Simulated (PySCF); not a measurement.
# C$_{3}$H$_{11}$OPSi$_{2}$: what the fields show

The calculation's input:

```
{"job": {"kind": "uv", "xc": "CAM-B3LYP", "basis": "def2-SVPD", "nstates": 8, "ntriplets": 3}, "charge": 0, "multiplicity": 1}
C     -0.251972     1.638562    -1.094269
C     -0.242878     0.239317    -0.475601
Si     1.271930     0.040076     0.685154
P      3.069810     0.344500    -0.625716
Si    -1.895097    -0.164814     0.358527
C     -1.865641    -2.022651     0.833492
O     -0.886282    -2.720626     0.758263
H     -1.033718     1.729599    -1.846795
H      0.704216     1.855871    -1.571584
H     -0.430149     2.395864    -0.333429
H     -0.106619    -0.482820    -1.289646
H      1.271464     1.137530     1.665223
H      1.267023    -1.236687     1.397241
H      3.108296    -0.958708    -1.090224
H      3.991093     0.078682     0.369746
H     -3.041860     0.012625    -0.541725
H     -2.122180     0.590774     1.593610
H     -2.816195    -2.470775     1.196077
```

Run with:

```sh
OMP_NUM_THREADS=1 python probes_run.py task.json out
```

Geometry: GFN2-xTB.

The calculation used CAM-B3LYP/def2-SVPD, SCF density, gas phase (PySCF).

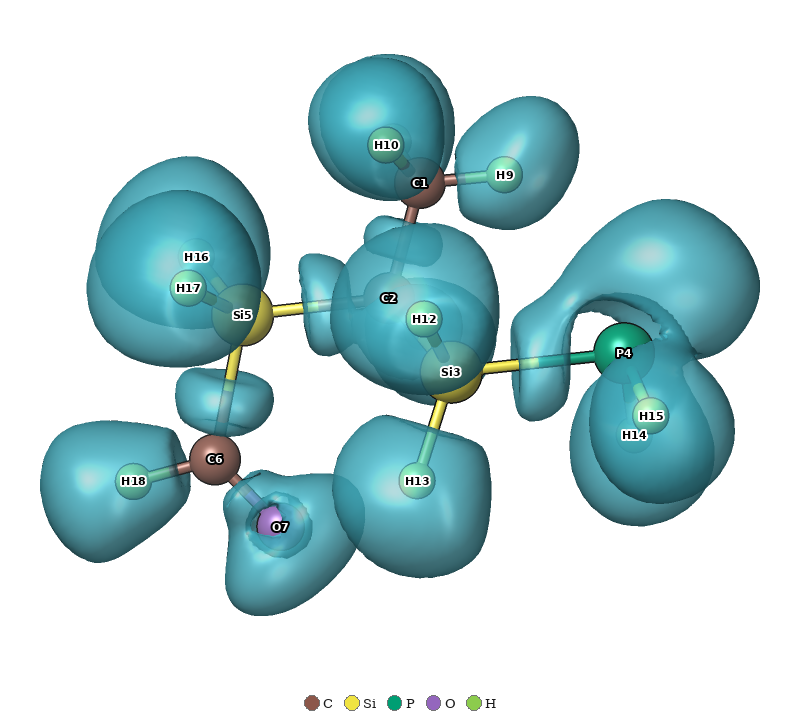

Figure 1. Isosurface of the ELF at 0.75 (cyan), seen at a tilt. Only the valence region is drawn (cores and ρ < 0.01 e/Å³ removed).

Identify the bonds, lone pairs and shells in this picture.

The surface consists of one region between bonded C–C atoms (shared pairs), one region between bonded C–Si atoms (shared pairs), nine regions around hydrogen nuclei, one region on C in which the atom's valence shell and bonds are merged, one region on O in which the atom's valence shell and bonds are merged and one joined region spread over several atoms (H, P), in which their bonds and any lone pairs are merged. Along the contacts the grid gives the following. C–O (1.20 Å): the ELF peaks at about 0.85 between the atoms: a short, multiple covalent bond. C–C (1.53 Å): the ELF peaks at about 0.95 between the atoms, as expected for a covalent bond.

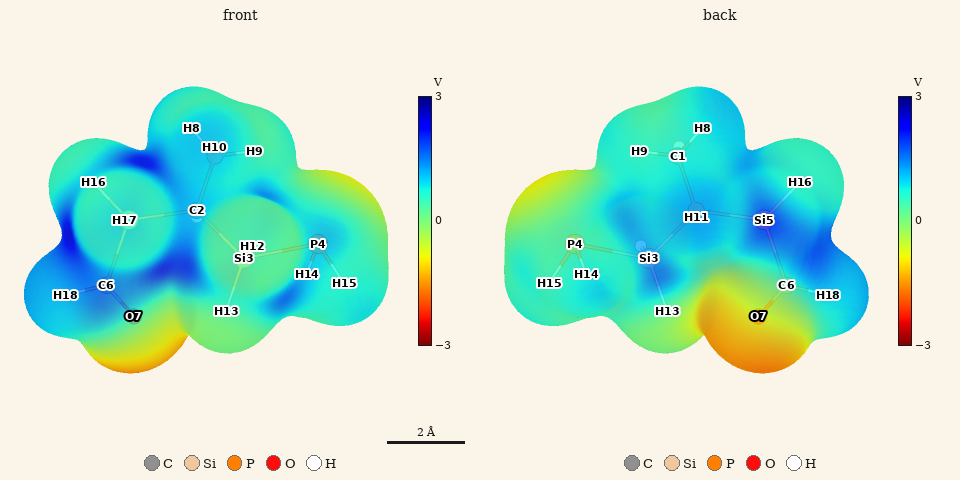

Figure 2. The electrostatic potential painted on the density surface at 0.004 e/bohr³, seen from the front and from behind; red is negative and blue positive.

Which sites attract a positive test charge, and which a negative one?

A positive charge is drawn to the negative regions and a negative charge to the positive ones. The most negative region (about −1.6 V, or −37 kcal/mol for a unit charge) lies over O7, the most positive (about +2.3 V, or +53 kcal/mol for a unit charge) over Si5. O7 is the likeliest acceptor of a hydrogen bond.

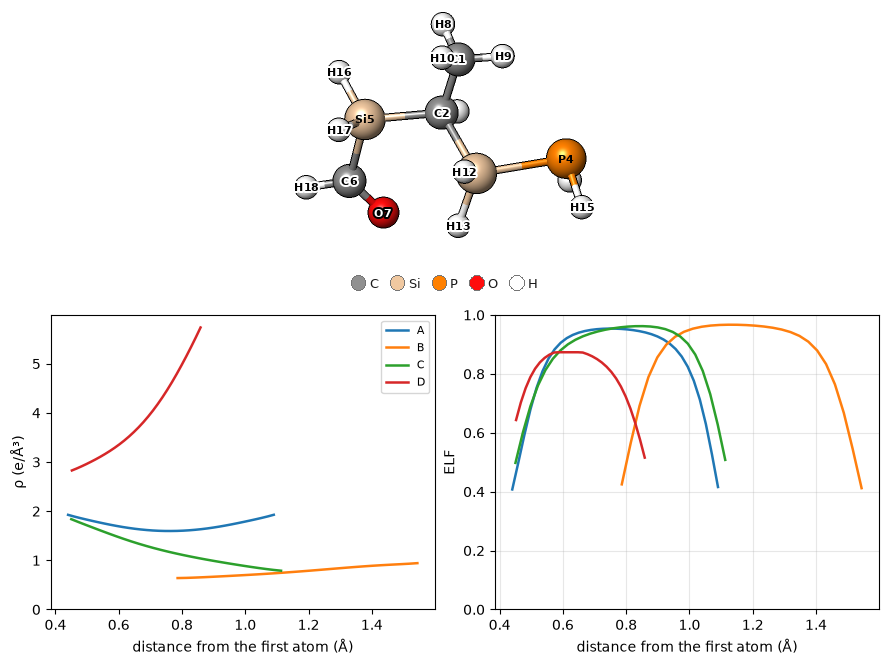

Figure 3. Electron density and electron localisation function along straight lines between neighbouring atoms. The curves leave out the atomic cores. The structure is drawn too.

Which curve belongs to which contact (C–C, C–O, C–Si and Si–P)? The first atom named is at distance zero.

Curve A: C–C (1.53 Å): ρ is about 1.6 e/Å³ halfway; the ELF peaks at about 0.95 between the atoms, as expected for a shared electron pair. Curve B: Si–P (2.25 Å): ρ is about 0.75 e/Å³ halfway; the ELF peaks at about 0.95 between the atoms, as expected for localised, covalent bonding. Curve C: C–Si (1.89 Å): the density is about 0.94 e/Å³ at the midpoint; the ELF peaks at about 0.95 between the atoms, as expected for a shared electron pair. Curve D: C–O (1.20 Å): the density is about 3.4 e/Å³ at the midpoint; the ELF peaks at about 0.85 between the atoms (a multiple bond).
